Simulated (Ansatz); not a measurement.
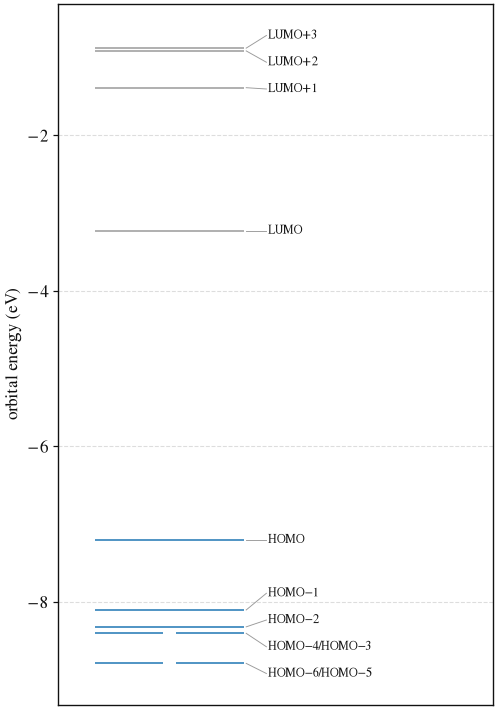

GeHSCl₃, SMILES [SH][Ge]([Cl])([Cl])[Cl], singlet. Kohn-Sham orbital energies near the frontier, LDA (SPW92)/def2-TZVPP with the Ansatz code, at a PBE0-D4/def2-TZVP geometry (a minimum by its frequencies), isolated molecule; empty levels in grey, levels within 0.03 eV side by side.

**Where do the frontier orbitals lie?**

HOMO at −7.20 eV, LUMO at −3.23 eV, 3.98 eV apart.

**How far below the HOMO does the next level lie?**

0.90 eV.

Note: no scalar relativity up to krypton.
